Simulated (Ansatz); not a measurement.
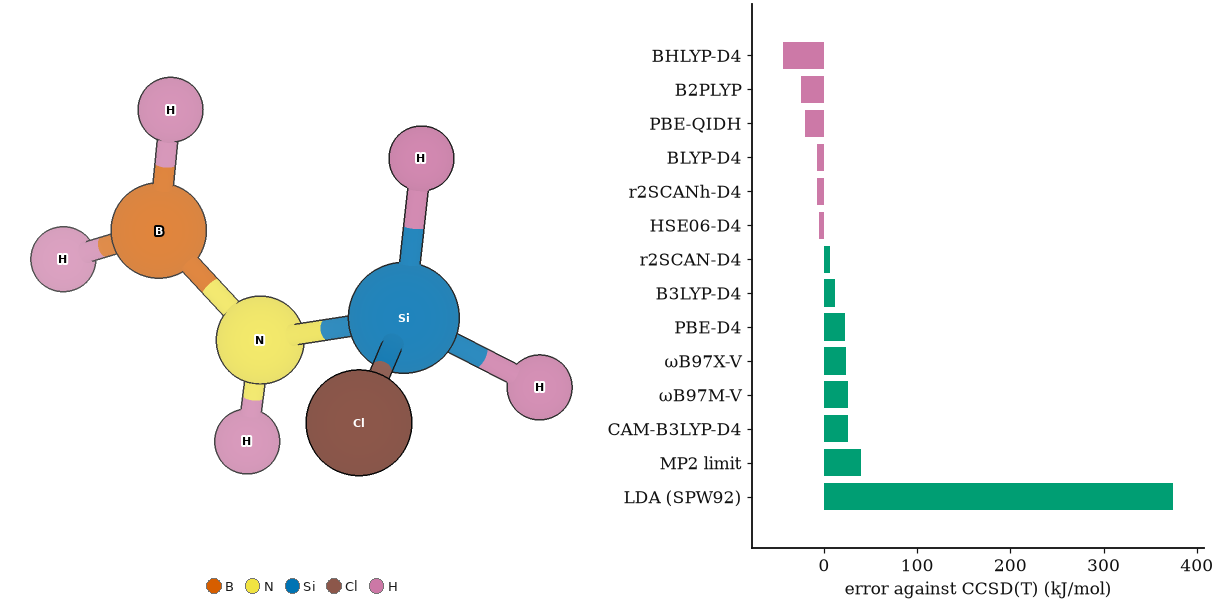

Error in the electronic atomisation energy (method less reference, so positive means overbinding) of BSiNH₅Cl, SMILES BN[SiH2]Cl: functionals in def2-TZVPP against frozen-core CCSD(T) at the limit (MP2 extrapolated from triple and quadruple zeta, plus CCSD(T) less MP2 in a smaller set), which gives 3093.0 kJ/mol, at a PBE0-D4/def2-TZVP geometry (a minimum by its frequencies), no zero-point or spin-orbit term, the Ansatz code 0.2.0. The reference leaves out core correlation, a term that grows with the number of heavy atoms. B2PLYP and PBE-QIDH hold a correlation term that converges slowly with the basis, so part of the distance to the limit is basis error. No dispersion term is added to B2PLYP and PBE-QIDH. Limit means the basis limit.

### What range do the values span?

From −43.4 kJ/mol (BHLYP-D4) to 374.4 kJ/mol (LDA (SPW92)).

### Which of these levels overbind, and which underbind?

Overbind: PBE-D4, ωB97X-V, ωB97M-V, CAM-B3LYP-D4, MP2 limit and LDA (SPW92). Underbind: BHLYP-D4, B2PLYP and PBE-QIDH. Within 20 kJ/mol of zero, too close to call in view of what the reference leaves out: BLYP-D4, r2SCANh-D4, HSE06-D4, r2SCAN-D4 and B3LYP-D4.

Limits of at least one run: one conformer of a flexible molecule.
